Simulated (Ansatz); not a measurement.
# The perfect V wire along [110], 11 atoms a period, part 2 of 2

What gap, if any, does the V wire along [110], 11 atoms a period have, and how many channels would it open?

Ansatz 0.2.0; DFT PBE, plane waves, PAW; relaxation of a wire's period; PAW set soft_1 (the session's first sound run).

So far: Set-up; Relaxation of atoms and period.

## Step 2: Relaxation of atoms and period (continued)

The steps of the relaxation:

```tsv
step	energy less that of the first step (eV)	largest force component (eV/Å)	pressure (GPa)	volume (Å³)
1	0.0000	2.3091	-5.27	595.96
2	-2.1610	0.6370	-0.60	571.94
3	-2.2900	0.6577	0.71	559.43
4	-2.3666	0.1072	-0.09	559.92
5	-2.3863	0.0348	-0.16	555.35
6	-2.4082	0.0676	-0.13	542.31
7	-2.4111	0.0505	-0.12	541.00
8	-2.4115	0.0321	0.00	540.41
9	-2.4116	0.0025	-0.05	540.74
10*	-2.4002	0.0028	-0.04	540.74
```

Relaxation steps marked * repeat the geometry before them on a plane-wave basis chosen anew for their cell, so energy and pressure can jump there.

The run keeps the 8 symmetry operations that it works with, so distortions that break them were not tested.

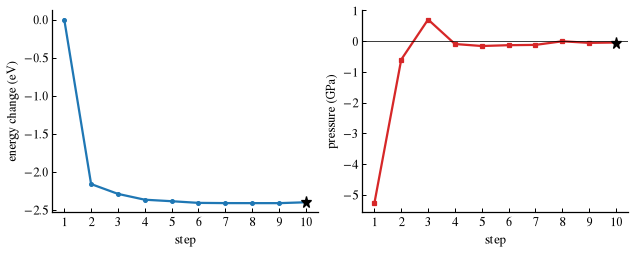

Energy and pressure along the relaxation. Stars mark steps on a basis chosen anew.

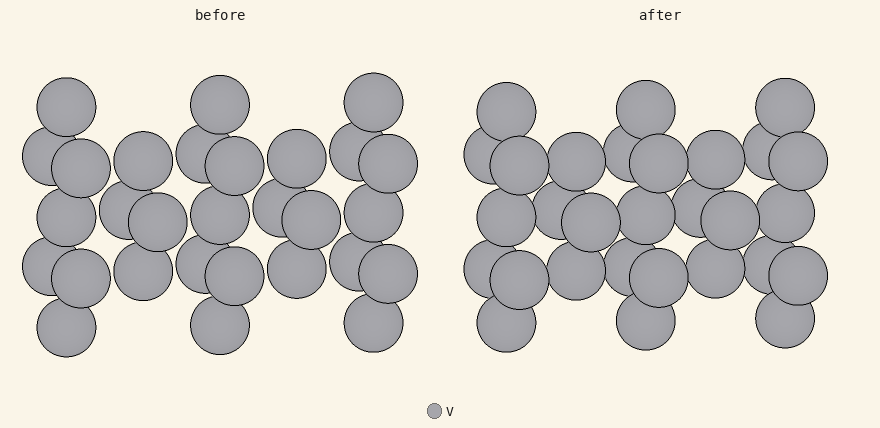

The structure before and after the relaxation, drawn at the same scale.

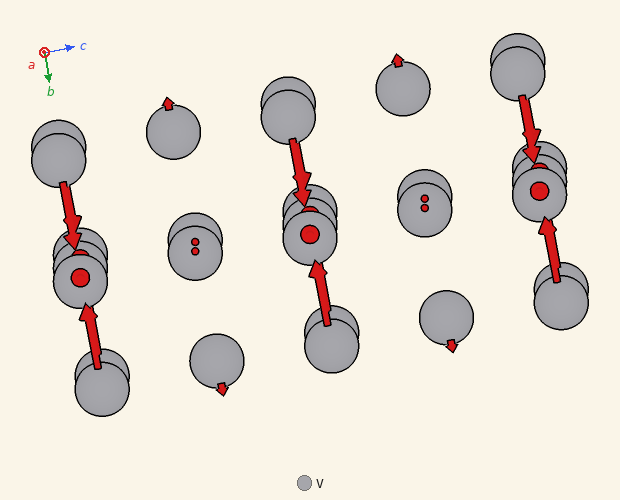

Displacements in the relaxation, exaggerated, measured against the changing cell; the longest in the cell stands for 0.22 Å. 1×1×2 cells are drawn. Some periodic images of atoms are drawn too.

```tsv
cell as run	before	after	change
c (Å)	4.228	3.837	-9.3 %
```

The atoms that moved most (Å, along periodic axes as changes of fractional coordinates times the final cell, across vacuum about the mean position):

```tsv
atom	dx	dy	dz	length
V2	-0.058	0.216	0.000	0.224
V4	0.058	0.216	0.000	0.224
V11	0.058	-0.216	0.000	0.224
V10	-0.058	-0.216	0.000	0.224
V5	-0.129	0.000	0.000	0.129
V1	0.129	0.000	0.000	0.129
V7	0.000	-0.045	0.000	0.045
V8	0.000	0.045	0.000	0.045
```

Numbers from this step:

| Quantity | Value |
| --- | --- |
| energy at zero smearing | -32022.1572 eV |
| cell length along the wire | 3.837 Å |

The cell's length comes to 3.837 Å with spin left out.

## Step 3: The perfect wire

This step: DFT PBE, plane waves, PAW; bands of a perfect wire; PAW set soft_1 (Ansatz 0.2.0).

At the relaxed period the bands are computed along the axis; those that cross an energy going forward count the channels that a perfect wire would open there.

File input.yaml:

```yaml
crystal:
  lattice:
    - [12.78, 0.0, 0.0]
    - [0.0, 11.028, 0.0]
    - [0.0, 0.0, 3.8367486]
  atoms:
    - { symbol: V, position: [0.276110044, 0.500022604, 0.0] }
    - { symbol: V, position: [0.37844939, 0.327924164, 0.0] }
    - { symbol: V, position: [0.5, 0.500022604, 0.0] }
    - { symbol: V, position: [0.62155061, 0.327924164, 0.0] }
    - { symbol: V, position: [0.723889956, 0.500022604, 0.0] }
    - { symbol: V, position: [0.384293732, 0.500022604, 0.5] }
    - { symbol: V, position: [0.5, 0.304252146, 0.5] }
    - { symbol: V, position: [0.5, 0.695793062, 0.5] }
    - { symbol: V, position: [0.615706268, 0.500022604, 0.5] }
    - { symbol: V, position: [0.37844939, 0.672121044, 0.0] }
    - { symbol: V, position: [0.62155061, 0.672121044, 0.0] }
kpoints:
  mp_grid: { grid: [1, 1, 21] }
  band_path: { path: ["Γ", Z], npoints: 90 }
scf:
  occupations: { method: fermi_dirac, width: 0.05 }
hamiltonian:
  xc: pbe
  pseudopotentials: { kind: paw, azcp: { folder: soft_1 } }
output:
  dos: { e_range: [-5, 4] }
  write_potential: true
  write_density: true
  volumetric_format: npy
```

Launch:

```sh
$ ansatz run input.yaml --threads 4 --pin off --max-ram 16384MiB --backend cpu --events-out ev --progress --plain --runs-dir out
```

Numbers of over 12 decimals in the logs are rounded to 6 here.

Output:

```text
[...]
Crystal: 11 atoms, lattice volume = 540.743 Å³
Basis set: ecut = 420 eV, 10611 PW (Γ)
Bands: 86, of which v1, the nominal top of the filled ones, is band 72 counted from 1 (71 counted from 0)
Symmetry: 8 space group operations
[...]
k-points: 11 of 21
[...]
SCF iter   1: F=—  HF=-32047.675657 eV  |F-HF|=—  |Δ(HF+E_count)|=         —  Δρ=8.06e-2  dr2=1.97e2  ethr=3.10e-3  ⟨swp⟩=10.2  Hψ=4713  notcnv=0
[...]
SCF iter  17: F=-32022.239474 eV  HF=-32022.239474 eV  |F-HF|=1.72e-8  |Δ(HF+E_count)|=   4.00e-8  Δρ=1.52e-6  dr2=2.36e-8  ethr=6.99e-11  ⟨swp⟩=16.3  Hψ=3799  notcnv=0
SCF 1 converged in 17 iterations: F = -32022.239474 eV  dr2 = 2.36e-8
[...]
NSCF: frozen V_eff on 91 k-points
WARN: The output density's exchange-correlation potential varies sharply where the density is thin. Do not read a vacuum level from v_tot or v_xc, or from such a field of the output density. On a cell that repeats whose density bears no net charge and no dipole along the vacuum's axis use v_es (v_loc + v_h of the components); under efield.dipole_correction with no amplitude use v_es + v_field, which holds any externa [...]
SCF converged after 17 iterations
Free energy (F): -32022.239474 eV
[...]
Internal energy: -32022.073133 eV  (E = F + TS)
E sigma→0 (E₀):  -32022.156304 eV
Entropy (-TS):   -0.166341 eV (-15.122 meV/atom)
Fermi energy:    2.307215 eV
[...]
--- Band table (eV; the first three rows and the last of 11) ---
  k-point 0: bands = [... 68 lower, 1.5268, 1.8363, 2.1746, 2.2526, 2.2588, 2.3527, 2.6592, 2.8361, ... 10 higher]
  k-point 1: bands = [... 68 lower, 1.5654, 1.8513, 2.1917, 2.2425, 2.2831, 2.3507, 2.6906, 2.8369, ... 10 higher]
  k-point 2: bands = [... 68 lower, 1.6195, 1.9034, 2.2122, 2.2388, 2.3406, 2.3409, 2.7503, 2.8182, ... 10 higher]
  k-point 10: bands = [... 68 lower, 1.8503, 1.9561, 2.0921, 2.4305, 2.5399, 2.7673, 2.8995, 2.9308, ... 10 higher]
```

It took 75 s on 4 threads of Arm Neoverse V2, shared host; peak memory 2.5 GiB.

Numbers from this step:

* energy at zero smearing: -32022.1563 eV
* band gap: 0 eV

Electronic bands along the path, in eV, zero at the Fermi level:

```tsv
point	band 68	band 69	band 70	band 71	band 72	band 73	band 74	band 75
Γ	-0.82	-0.78	-0.47	-0.13	-0.05	-0.05	0.05	0.35
Z	-0.65	-0.44	-0.37	-0.22	0.13	0.24	0.44	0.59
```

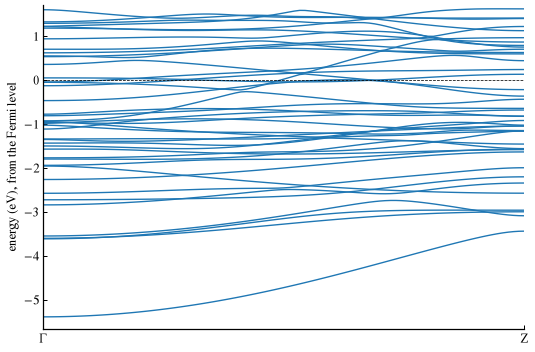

Electronic bands along the path.

Between Γ and Z the bands cross the Fermi level 8 times, so a perfect wire would conduct at least 8 G₀, with spin left out.

## Step 4: Outcome

```yaml
cell_length_pbe: 3.837 Å
ballistic_conductance_by_band_crossings_a_lower_bound_pbe: 8 G₀
```

What this shows: Under PBE the cell's length is 3.84 Å, and the bands cross the Fermi level 8 times between Γ and Z, which gives a perfect wire at least 8 G₀ (opposite crossings within one step of the path cancel in such a count). No spin was allowed, though thin wires with open d shells can turn magnetic.

[Logs are printed without paths, hosts, clocks, repeated set-up lines and the standing remarks that a program may print on its own settings, such as how far it seeks lower states.]

[Hosts, paths, dates, database ids (printed as entryN), source tags and the programs' standing remarks are cut or masked in the printed files.]
